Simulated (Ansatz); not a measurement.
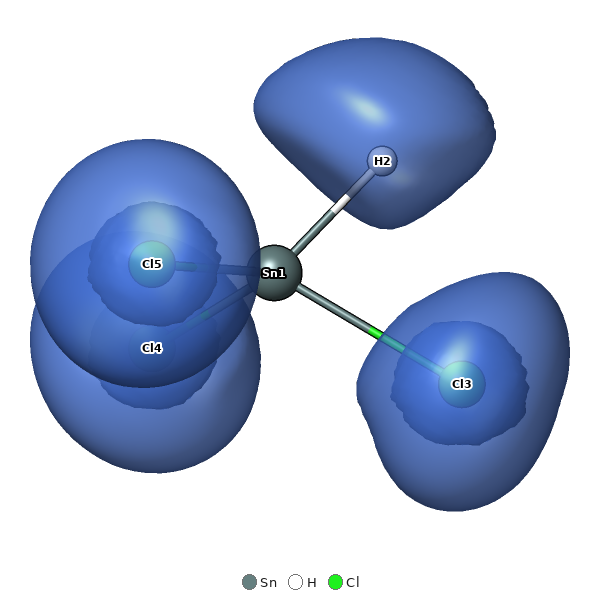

Figure 1: Cl$_{3}$HSn. Isosurface of the electron localisation function at 0.75 (blue), seen from one side. Core shells and regions of very low density are left out.

Core potentials replace the inner electrons of Sn; not at a stationary point (largest force 1.7 eV/Å).

Theory: RHF/def2-SVP (Ansatz 0.2.0).

```json
{"atom": "Sn", "x (Å)": "0.0630", "y (Å)": "0.0000", "z (Å)": "0.2342"}
{"atom": "H", "x (Å)": "0.4285", "y (Å)": "0.0000", "z (Å)": "1.8985"}
{"atom": "Cl", "x (Å)": "2.4343", "y (Å)": "0.0000", "z (Å)": "0.2031"}
{"atom": "Cl", "x (Å)": "-0.8822", "y (Å)": "1.8650", "z (Å)": "-0.7568"}
{"atom": "Cl", "x (Å)": "-0.8822", "y (Å)": "-1.8650", "z (Å)": "-0.7568"}
```

### Describe the localisation domains.

The surface consists of one region around a hydrogen nucleus and three regions wrapped around Cl (the valence shell of each).

Values along the shortest contacts:
Sn–Cl (2.31 Å): the ELF peaks at about 0.85 in the valence shell of Cl, 0.8 Å from its nucleus, and drops to about 0.15 between the two atoms. Sn–H (1.70 Å): the ELF climbs to about 1 towards the hydrogen.
